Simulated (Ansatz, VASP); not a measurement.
# Cross-check of SrO between VASP and Ansatz

Aim: how closely do two programs agree when they are given the same cell, functional and k mesh?

Calculated with Ansatz 0.2.0; plane waves, with VASP 6.6.1 beside it; band structure at r2SCANh and band structure at B3LYP.

## (1) The starting structure

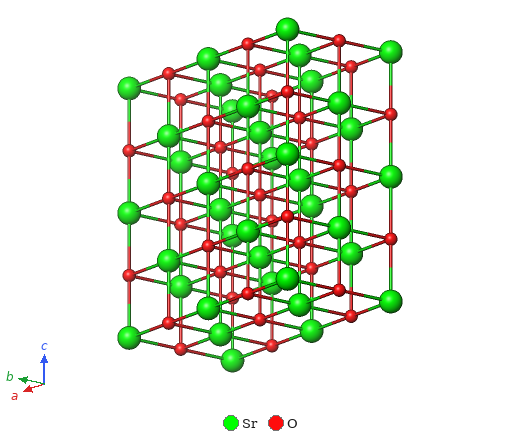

The cell as given, from a free direction (strontium green, oxygen red). 2×1×2 cells are drawn. This picture shows the conventional cell, with its axes. Some periodic images of atoms are drawn too.

Coordinates:

```cif
data_structure
_symmetry_space_group_name_H-M 'P 1'
_symmetry_Int_Tables_number 1
_cell_length_a 3.6496
_cell_length_b 3.6496
_cell_length_c 3.6496
_cell_angle_alpha 60.000
_cell_angle_beta 60.000
_cell_angle_gamma 60.000
_cell_volume 34.37
loop_
_atom_site_label
_atom_site_type_symbol
_atom_site_fract_x
_atom_site_fract_y
_atom_site_fract_z
_atom_site_occupancy
Sr1 Sr 0.00000 0.00000 0.00000 1
O2 O 0.50000 0.50000 0.50000 1
```

## (2) Ansatz: band structure, r2SCANh

Ansatz runs on its default PAW (the set named soft_2) files.

The same path points are solved in both programs, so levels can be compared one by one.

File input.yaml:

```yaml
crystal:
  lattice:
    - [0.0, 2.58066, 2.58066]
    - [2.58066, 0.0, 2.58066]
    - [2.58066, 2.58066, 0.0]
  atoms:
    - { symbol: Sr, position: [0.0, 0.0, 0.0] }
    - { symbol: O, position: [0.5, 0.5, 0.5] }
hamiltonian:
  xc: r2scanh
  pseudopotentials: { kind: paw }
kpoints:
  mp_grid: { grid: [5, 5, 5] }
  band_path:
    path:
      - [0.0, 0.0, 0.0]
      - [0.5, 0.0, 0.5]
      - [0.5, 0.2, 0.7]
      - [0.4, 0.35, 0.75]
      - [0.15, 0.15, 0.3]
      - [0.2, 0.2, 0.2]
      - [0.55, 0.4, 0.55]
      - [0.6, 0.25, 0.65]
      - [0.5, 0.25, 0.75]
      - [0.5, 0.5, 0.5]
      - [0.375, 0.375, 0.75]
      - [0.5, 0.0, 0.5]
    npoints: 1
scf:
  occupations: { method: gaussian, width: 0.02 }
  n_extra_bands: 7
output:
  forces: true
  stress: true
  eigenvalues: true
```

Started as:

```sh
> ansatz run input.yaml --threads 4 --pin off --max-ram 9216MiB --backend cpu --events-out ev --progress --plain --runs-dir out
```

Numbers of over 12 decimals in the logs are rounded to 6 here.

Output:

```text
Warning: output.stress: scf.convergence.dr2_threshold = 1e-7 eV (the SCF's general default) is looser than the 2e-10 eV advised for a printed stress (1e-10 eV for each atom of the cell: 2). What an SCF threshold leaves in a stress goes as its square root, and in the free energy as the threshold itself, and one threshold admits the most on a small cell: [figures from the program's tests cut] Set scf.convergence.dr2_threshold to 2e-10 eV or tighter. The threshold is an SCF's pass mark: one that does not reach it within its budget of iterations ends unconverged, or closes short of it on a stop that the run arms, and scf.convergence.dr2_threshold's page says what that costs each kind of run
Warning: output.stress: scf.exx.energy_threshold = 1e-6 eV is looser than the 2e-8 eV advised for a stress under a hybrid functional (1e-8 eV for each atom of the cell: 2). Every SCF of the exchange loop can meet its threshold on dr2 while the loop round them stops early: no threshold on dr2 bounds what that leaves in the stress. Set scf.exx.energy_threshold to 2e-8 eV or tighter. The threshold is the loop's pass mark: a loop that does not reach it within its budget of cycles ends unconverged, and scf.exx.energy_threshold's page has the law
scf.n_extra_bands = 7 over 8 filled bands (N_el = 16.0): the run solves 15 bands
Engine: ansatz 0.2.0, aarch64-unknown-linux-gnu
Pseudopotentials: kind: paw
Pseudopotential: Sr, paw, valence charge 10, recommended cutoff 500 eV (meta_gga), Sr.paw.azcp
Pseudopotential: O, paw, valence charge 6, recommended cutoff 500 eV (meta_gga), O.paw.azcp
Functional definition: r2SCANh
  parameter a = 0.1
  parameter k0 = 0.174
  parameter k1 = 0.065
  parameter a1 = 4.9479
  exchange = (1 - a)*r2scan_x(k0 = k0, k1 = k1, a1 = a1) + a*exact_x
  correlation = r2scan_c
Crystal: 2 atoms, lattice volume = 34.373 Å³
Basis set: ecut = 500 eV, 893 PW (Γ), exchange–correlation on 108×108×108 points (64 copies of the dense FFT grid, shifted against one another)
Bands: 15, of which v1, the nominal top of the filled ones, is band 8 counted from 1 (7 counted from 0)
Symmetry: 48 space group operations
Space group: Fm-3m (ITA 225), of the structure as read, at distance tolerance 3.3e-5 Å
k-points: 10 of 125
Non-local potential: Sr, projectors of the file, l = 0: 3, l = 1: 2, l = 2: 2
Non-local potential: O, projectors of the file, l = 0: 2, l = 1: 2, l = 2: 1
PAW form: soft (Blöchl's): semilocal exchange-correlation on the pseudo side does not see the compensation charge
PAW frozen core: Sr, regenerated for the run's functional, and the local potential with it (the file was generated under x = pbe(κ = 0.804, μ = 0.219515), c = pbe(β = 0.066725))
PAW frozen core: O, regenerated for the run's functional, and the local potential with it (the file was generated under x = pbe(κ = 0.804, μ = 0.219515), c = pbe(β = 0.066725))
PAW one-centre angular grid: Sr, 302 points (default); XC on 160 Gauss nodes
PAW one-centre angular grid: O, 302 points (default); XC on 160 Gauss nodes
Initial density: superposition of atomic densities (neutral atoms: chi_scale 0, normalization atom), corrected by the library's trained network
Initial wavefunctions: pseudopotential atomic-orbital guess
Functional: x = r2scan, c = r2scan; τ floored in thin density (d = 2e-4 eV/Å³), warm-up for x = 0.9 r2scan + 0.1 exact, c = r2scan; τ floored in thin density (d = 2e-4 eV/Å³)
SCF iter   1: F=—  HF=-4126.976032 eV  |F-HF|=—  |Δ(HF+E_count)|=         —  Δρ=8.16e-3  dr2=3.08e-2  dr2_τ=5.49e-2  ethr=1.77e-3  ⟨swp⟩=8.3  Hψ=788  notcnv=0
preconditioner: auto → none  [insulator: Δε(μ)=4.233 eV  Ē_g=19.329 eV  σ=0.020 eV  W_gap=1.00  n_scr=8 (ndim 8)  ℏωp=23.7 eV  f_vac=0.000  D(μ)=0.00/eV (n_scr^D=0)]
SCF iter   2: F=—  HF=-4127.057517 eV  |F-HF|=—  |Δ(HF+E_count)|=   8.15e-2  Δρ=8.00e-3  dr2=1.21e-2  dr2_τ=3.18e-3  ethr=1.92e-4  ⟨swp⟩=4.0  Hψ=444  notcnv=0  defer=1
iter 3 solved again at ethr=6.46e-6 eV; its pass at ethr=7.53e-5 eV (dr2=1.03e-3 eV) is discarded
SCF iter   3: F=-4127.054802 eV  HF=-4127.055083 eV  |F-HF|=2.81e-4  |Δ(HF+E_count)|=   2.43e-3  Δρ=2.33e-3  dr2=1.04e-3  dr2_τ=1.15e-4  ethr=6.46e-6  ⟨swp⟩=2.0  Hψ=576  notcnv=0
SCF 1 stopped early in 3 iterations: F = -4127.054802 eV  dr2 = 1.04e-3
  greatest PAW one-centre occupation: 0.988 electrons in one spin orbital (limit 2), on the Sr atom at site 0 (counted from 0), in its partial waves of l = 0
Initial density: handed on by an earlier stage of this run
Initial wavefunctions: those handed on with the density
Functional: x = 0.9 r2scan + 0.1 exact, c = r2scan; τ floored in thin density (d = 2e-4 eV/Å³)
Frozen-core exchange: fock
SCF iter   1: F=—  HF=-4126.766156 eV  |F-HF|=—  |Δ(HF+E_count)|=         —  Δρ=4.03e-3  dr2=7.28e-3  dr2_τ=2.07e-4  ethr=6.48e-5  ⟨swp⟩=4.2  Hψ=461  notcnv=0
preconditioner: auto → none  [insulator: Δε(μ)=4.887 eV  Ē_g=20.311 eV  σ=0.020 eV  W_gap=1.00  n_scr=8 (ndim 8)  ℏωp=23.7 eV  f_vac=0.000  D(μ)=0.00/eV (n_scr^D=0)]
SCF iter   2: F=—  HF=-4126.764322 eV  |F-HF|=—  |Δ(HF+E_count)|=   1.83e-3  Δρ=1.44e-3  dr2=3.73e-4  dr2_τ=4.55e-5  ethr=4.14e-5  ⟨swp⟩=2.8  Hψ=314  notcnv=0
SCF iter   3: F=—  HF=-4126.764481 eV  |F-HF|=—  |Δ(HF+E_count)|=   1.59e-4  Δρ=1.97e-4  dr2=1.20e-5  dr2_τ=1.00e-6  ethr=2.24e-6  ⟨swp⟩=2.7  Hψ=270  notcnv=0
SCF iter   4: F=—  HF=-4126.764482 eV  |F-HF|=—  |Δ(HF+E_count)|=   1.33e-6  Δρ=7.08e-5  dr2=9.58e-7  dr2_τ=1.34e-7  ethr=6.39e-8  ⟨swp⟩=3.2  Hψ=268  notcnv=0
SCF iter   5: F=—  HF=-4126.764484 eV  |F-HF|=—  |Δ(HF+E_count)|=   1.59e-6  Δρ=2.76e-5  dr2=2.57e-7  dr2_τ=3.22e-8  ethr=5.28e-9  ⟨swp⟩=3.0  Hψ=308  notcnv=0
SCF iter   6: F=-4126.764484 eV  HF=-4126.764484 eV  |F-HF|=2.71e-10  |Δ(HF+E_count)|=   5.71e-8  Δρ=2.02e-6  dr2=6.96e-9  dr2_τ=1.70e-10  ethr=1.56e-9  ⟨swp⟩=2.8  Hψ=284  notcnv=0
SCF 2 converged in 6 iterations: F = -4126.764484 eV  dr2 = 6.96e-9
  greatest PAW one-centre occupation: 0.989 electrons in one spin orbital (limit 2), on the Sr atom at site 0 (counted from 0), in its partial waves of l = 0
hybrid outer 1: dexx = +2.167e-4 eV, tail = 1.03e-7 eV
Frozen-core exchange: fock
SCF iter   1: F=—  HF=-4126.764486 eV  |F-HF|=—  |Δ(HF+E_count)|=         —  Δρ=5.76e-6  dr2=3.05e-9  dr2_τ=2.38e-9  ethr=3.22e-9  ⟨swp⟩=5.1  Hψ=466  notcnv=0
preconditioner: auto → none  [insulator: Δε(μ)=4.802 eV  Ē_g=20.283 eV  σ=0.020 eV  W_gap=1.00  n_scr=8 (ndim 8)  ℏωp=23.7 eV  f_vac=0.000  D(μ)=0.00/eV (n_scr^D=0)]
SCF iter   2: F=-4126.764486 eV  HF=-4126.764486 eV  |F-HF|=6.46e-11  |Δ(HF+E_count)|=  8.66e-10  Δρ=2.98e-6  dr2=8.72e-10  dr2_τ=1.08e-10  ethr=1.89e-11  ⟨swp⟩=3.0  Hψ=292  notcnv=0
SCF 3 converged in 2 iterations: F = -4126.764486 eV  dr2 = 8.72e-10
  Residual-converged pass: ⟨swp⟩=3.2  Hψ=261  notcnv=0  max |occ|·‖R‖ = 2.4e-6 eV (tolerance 2.4e-6 eV)  dr2=8.78e-10  dr2_τ=1.07e-10  dr2_onsite=1.29e-10  max |Δocc| = 0.0e0
hybrid outer 2: dexx = +6.834e-10 eV, tail = 2.22e-9 eV, Δε = 1.33e-4 eV (about 1.92e-5 eV left of the loop's levels)
NSCF: frozen V_eff on 12 k-points
hybrid SCF converged: 2 outer / 8 inner (+3 warm-up), last move |dexx| = 6.83e-10 eV, tail = 2.22e-9 eV
Stability not checked: this state was not tested for a lower state beside it, because the functional holds exact exchange (a hybrid, or Hartree-Fock), whose exchange loop this test does not read (fock_operator; see scf.lower_state_search)
Free energy (F): -4126.764486 eV
Frozen-core exchange: fock
Harris-Foulkes:  -4126.764486 eV  (|F-HF|=6.46e-11)
Internal energy: -4126.764486 eV  (E = F + TS)
E sigma→0 (E₀):  -4126.764486 eV
Fermi energy:    9.349180 eV
--- Per-component energies (eV) ---
  E_band       = -83.833138
  E_kinetic    = 424.298667
  E_local      = -869.793858  (includes V_loc(G=0)·N_el)
  E_nonlocal   = 248.497602
  E_hartree    = 236.839038
  E_xc         = -217.417135
  E_vxc        = -259.055478  (∫ρ·V_xc dr)
  E_exx        = -19.842039  (= α·E_x^exact, valence–valence)
  E_paw        = -2876.813347  (= ΣΔE_a)
  E_vpaw       = -75.932768  (= ΣTr[D̂ρ^β])
  E_aug_tail   = 0.001089  (compensation charges beyond the density's cutoff)
  E_vtau       = 14.157726  (kinetic-family band-sum trace: ∫τ·v_τ [+ j·A + Jᵃ·Aᵃ] dr)
  E_ewald      = -1052.229361
  E_core_change = -0.305141  (= ΣΔE_core)
  E_smearing   = -0.000000  (= −TS)
  E_closure    = -0.000000  (closes the sum)
  Σ components = -4126.764486   (vs F -4126.764486, Δ=0.00e0)
--- Forces (eV/Å), atoms counted from 1 ---
  atom   1  Sr     0.00000000    -0.00000000    -0.00000000
  atom   2  O      0.00000000    -0.00000000     0.00000000
  max |Σ_I F_I| component: 1.30e-29 eV/Å
--- Stress (GPa, compression-positive) ---
       -0.593298       0.000000       0.000000
        0.000000      -0.593298      -0.000000
        0.000000       0.000000      -0.593298
  P = ⅓ Tr σ = -0.5933 GPa (-5.933 kbar)
--- Band table (eV; the first three rows and the last of 10) ---
  k-point 0: bands = [... 4 lower, -7.6535, 6.9480, 6.9480, 6.9480, 12.3004, 14.6510, 14.6510, 14.6510, ... 3 higher]
  k-point 1: bands = [... 4 lower, -7.2357, 6.0396, 6.5189, 6.5189, 13.8595, 14.3735, 15.4238, 15.4238, ... 3 higher]
  k-point 2: bands = [... 4 lower, -6.7960, 4.9688, 5.9248, 5.9248, 14.7701, 16.2869, 17.0512, 17.0512, ... 3 higher]
  k-point 9: bands = [... 4 lower, -7.2563, 5.7811, 6.2501, 6.5615, 13.6233, 15.4186, 17.2903, 18.9136, ... 3 higher]
```

Run time: 13 s. Hardware: 4 threads of Arm Neoverse V2, shared host; peak memory 0.74 GiB; 45 s of CPU time.

In the SCF lines HF is the Harris–Foulkes energy and dr2 the Hartree energy of the density residual, in eV; the loop may stop once dr2 is under the threshold and the program's other checks hold. Hψ counts applications of the Hamiltonian.

## (3) VASP: band structure, r2SCANh

The same cell, functional, mesh and smearing now go to VASP, with its own data sets and cutoff.

Lines of VASP's logs that name or quote its potential files are left out, and so is its time.

File INCAR:

```
SYSTEM = SrO
PREC = Accurate
ENCUT = 520
EDIFF = 1E-06
NELM = 100
ISMEAR = 0
SIGMA = 0.02
LREAL = .FALSE.
ALGO = Normal
LHFCALC = .TRUE.
AEXX = 0.1
METAGGA = R2SCAN
LASPH = .TRUE.
NBANDS = 14
PRECFOCK = Fast
HFRCUT = -1
LORBIT = 11
LWAVE = .FALSE.
LCHARG = .FALSE.
KPAR = 4
```

File POSCAR:

```
SrO
1.0
    0.0000000000      2.5806600000      2.5806600000
    2.5806600000      0.0000000000      2.5806600000
    2.5806600000      2.5806600000      0.0000000000
Sr O
1 1
Direct
    0.0000000000      0.0000000000      0.0000000000
    0.5000000000      0.5000000000      0.5000000000
```

File KPOINTS:

```
Automatic mesh
0
Gamma
5 5 5
0 0 0
```

File KPOINTS_OPT:

```
Line mode
6
Line-mode
Reciprocal
  0.00000000   0.00000000   0.00000000 GAMMA
  0.50000000   0.00000000   0.50000000 X

  0.50000000   0.00000000   0.50000000 X
  0.50000000   0.25000000   0.75000000 W

  0.50000000   0.25000000   0.75000000 W
  0.37500000   0.37500000   0.75000000 K

  0.37500000   0.37500000   0.75000000 K
  0.00000000   0.00000000   0.00000000 GAMMA

  0.00000000   0.00000000   0.00000000 GAMMA
  0.50000000   0.50000000   0.50000000 L

  0.50000000   0.50000000   0.50000000 L
  0.62500000   0.25000000   0.62500000 U

  0.62500000   0.25000000   0.62500000 U
  0.50000000   0.25000000   0.75000000 W

  0.50000000   0.25000000   0.75000000 W
  0.50000000   0.50000000   0.50000000 L

  0.50000000   0.50000000   0.50000000 L
  0.37500000   0.37500000   0.75000000 K

  0.62500000   0.25000000   0.62500000 U
  0.50000000   0.00000000   0.50000000 X
```

The projector-augmented-wave data sets are Sr_sv and O (PBE family, release 64).

Started as:

```sh
> mpirun -np 4 vasp_std
```

Output:

```text
[banner, memory and clock lines left out]
running    4 mpi-ranks, on    1 nodes
 distrk:  each k-point on    1 cores,    4 groups
 distr:  one band on    1 cores,    1 groups

 POSCAR found type information on POSCAR SrO
 POSCAR found :  2 types and       2 ions
|                                                                             |
|               ----> ADVICE to this user running VASP <----                  |
|                                                                             |
|     You enforced a specific xc type in the INCAR file but a different       |
|     [... a line on the potential file left out ...]
|     I HOPE YOU KNOW WHAT YOU ARE DOING!                                     |
|                                                                             |

 LDA part: xc-table for (None), standard interpolation
 found WAVECAR, reading the header
 POSCAR, INCAR and KPOINTS ok, starting setup
 FFT: planning ... GRIDC
 FFT: planning ... GRID_SOFT
 FFT: planning ... GRID
 HFRCUT set to (new)   10.085124
 reading WAVECAR
 the WAVECAR file was read successfully
 initial charge from wavefunction
 entering main loop
       N       E                     dE             d eps       ncg     rms          rms(c)
DAV:   1    -0.266913162548E+02   -0.26691E+02   -0.41242E-01   280   0.786E+00    0.348E+00
DAV:   2    -0.266814761585E+02    0.98401E-02   -0.39687E-02   352   0.209E+00    0.154E+00
DAV:   3    -0.266821224826E+02   -0.64632E-03   -0.42995E-03   328   0.609E-01    0.869E-01
DAV:   4    -0.266819214535E+02    0.20103E-03   -0.72678E-04   328   0.252E-01    0.589E-01
DAV:   5    -0.266819224632E+02   -0.10097E-05   -0.13984E-04   322   0.121E-01    0.371E-01
DAV:   6    -0.266819305675E+02   -0.81043E-05   -0.35514E-05   322   0.674E-02    0.225E-01
DAV:   7    -0.266819397095E+02   -0.91420E-05   -0.13238E-05   316   0.414E-02    0.139E-01
DAV:   8    -0.266819445366E+02   -0.48271E-05   -0.43799E-06   316   0.239E-02    0.872E-02
DAV:   9    -0.266819468426E+02   -0.23061E-05   -0.14043E-06   224   0.137E-02    0.551E-02
DAV:  10    -0.266819478803E+02   -0.10376E-05   -0.62470E-07   176   0.990E-03    0.346E-02
DAV:  11    -0.266819483264E+02   -0.44614E-06   -0.22111E-07   176   0.596E-03
   1 F= -.26681948E+02 E0= -.26681948E+02  d E =-.410543E-14
 Start KPOINTS_OPT (optional k-point list driver)
k-point batch [1-10\60]
       N       E                     dE             ncg
DAV:   1    -0.887784751382E+03   -0.50481E+04      280
DAV:   2    -0.176361392723E+04   -0.87583E+03      378
DAV:   3    -0.181421572060E+04   -0.50602E+02      336
DAV:   4    -0.181528414703E+04   -0.10684E+01      398
DAV:   5    -0.181530477758E+04   -0.20631E-01      386
DAV:   6    -0.181530505783E+04   -0.28025E-03      398
DAV:   7    -0.181530506180E+04   -0.39743E-05      334
DAV:   8    -0.181530506186E+04   -0.61871E-07      212
[...]
k-point batch [51-60\60]
       N       E                     dE             ncg
DAV:   1    -0.978138828598E+03   -0.71618E+04      280
DAV:   2    -0.179524649029E+04   -0.81711E+03      372
DAV:   3    -0.183744584495E+04   -0.42199E+02      348
DAV:   4    -0.183867976658E+04   -0.12339E+01      464
DAV:   5    -0.183869991420E+04   -0.20148E-01      408
DAV:   6    -0.183870029006E+04   -0.37586E-03      458
DAV:   7    -0.183870029950E+04   -0.94423E-05      306
DAV:   8    -0.183870029979E+04   -0.28451E-06      310
```

From OUTCAR (step 3):

```text
ion  position               nearest neighbor table
   1  0.000  0.000  0.000-   2 2.58   2 2.58   2 2.58   2 2.58   2 2.58   2 2.58
   2  0.500  0.500  0.500-   1 2.58   1 2.58   1 2.58   1 2.58   1 2.58   1 2.58

  LATTYP: Found a face centered cubic cell.
 ALAT       =     5.1613200000

 Subroutine GETGRP returns: Found 48 space group operations
 (whereof 48 operations were pure point group operations)

The static configuration has the point symmetry O_h .

 Found     10 irreducible k-points:

   k-points           NKPTS =     10   k-points in BZ     NKDIM =    125   number of bands    NBANDS=     14

   dimension x,y,z NGX =    28 NGY =   28 NGZ =   28
   dimension x,y,z NGXF=    56 NGYF=   56 NGZF=   56

   ENCUT  =  520.0 eV  38.22 Ry    6.18 a.u.   6.79  6.79  6.79*2*pi/ulx,y,z

   NELECT =      16.0000    total number of electrons

 k-points in reciprocal lattice and weights: Automatic mesh
   0.00000000  0.00000000  0.00000000       0.008
   0.20000000  0.00000000  0.00000000       0.064
   0.40000000  0.00000000  0.00000000       0.064
   0.20000000  0.20000000  0.00000000       0.048
   0.40000000  0.20000000  0.00000000       0.192
  -0.40000000  0.20000000  0.00000000       0.192
  -0.20000000  0.20000000  0.00000000       0.096
   0.40000000  0.40000000  0.00000000       0.048
  -0.40000000  0.40000000  0.00000000       0.096
  -0.40000000  0.40000000  0.20000000       0.192

  exchange ACFDT corr.  =         0.00000000  see jH, gK, PRB 81, 115126

 average (electrostatic) potential at core
       1 -38.7006       2 -71.2421

 E-fermi :   0.8532

 k-point     1 :       0.0000    0.0000    0.0000
  band No.  band energies     occupation
    ...
      4     -13.9938      2.00000
      5     -13.9938      2.00000
      6       0.7533      2.00000
      7       0.7533      2.00000
      8       0.7533      2.00000
      9       6.0953      0.00000
     10       8.3936      0.00000
     11       8.3936      0.00000
     12       8.3936      0.00000
     13      10.7123      0.00000
    ...

 k-point     2 :       0.2000    0.0000    0.0000
  band No.  band energies     occupation
    ...
      4     -14.0202      2.00000
      5     -13.5496      2.00000
      6      -0.1650      2.00000
      7       0.3119      2.00000
      8       0.3119      2.00000
      9       7.6545      0.00000
     10       8.1418      0.00000
     11       9.1724      0.00000
     12       9.1724      0.00000
     13      11.7097      0.00000
    ...

 k-point     3 :       0.4000    0.0000    0.0000
  band No.  band energies     occupation
    ...
      4     -14.0616      2.00000
      5     -13.0921      2.00000
      6      -1.2489      2.00000
      7      -0.2952      2.00000
      8      -0.2952      2.00000
      9       8.5397      0.00000
     10      10.1086      0.00000
     11      10.7952      0.00000
     12      10.7952      0.00000
     13      13.7453      0.00000
    ...

  energy-cutoff  :      520.00
  volume of cell :       34.37
      direct lattice vectors                 reciprocal lattice vectors
     0.000000000  2.580660000  2.580660000    -0.193748886  0.193748886  0.193748886
     2.580660000  0.000000000  2.580660000     0.193748886 -0.193748886  0.193748886
     2.580660000  2.580660000  0.000000000     0.193748886  0.193748886 -0.193748886

 POSITION                                       TOTAL-FORCE (eV/Angst)
 -----------------------------------------------------------------------------------
      0.00000      0.00000      0.00000         0.000000      0.000000      0.000000
      2.58066      2.58066      2.58066         0.000000      0.000000      0.000000
 -----------------------------------------------------------------------------------
    total drift:                                0.000000     -0.000000     -0.000000

  FREE ENERGIE OF THE ION-ELECTRON SYSTEM (eV)
  ---------------------------------------------------
  free  energy   TOTEN  =       -26.6819483264 eV

  energy  without entropy=      -26.6819483264  energy(sigma->0) =      -26.68194833

 total charge
# of ion       s       p       d       tot
------------------------------------------
    1        2.013   5.909   0.226   8.148
    2        1.555   3.455   0.000   5.010
--------------------------------------------------
tot          3.569   9.364   0.226  13.158

[... 3 further parts left out ...]
```

[end of part 1 of 2]

[Lines on the potential files, build, host, timing and source positions are cut from VASP's logs without a mark.]

[Logs are printed without paths, hosts, clocks, repeated set-up lines and the standing remarks that a program may print on its own settings, such as how far it seeks lower states.]

[Hosts, paths, dates, database ids (printed as entryN), source tags and the programs' standing remarks are cut or masked in the printed files.]
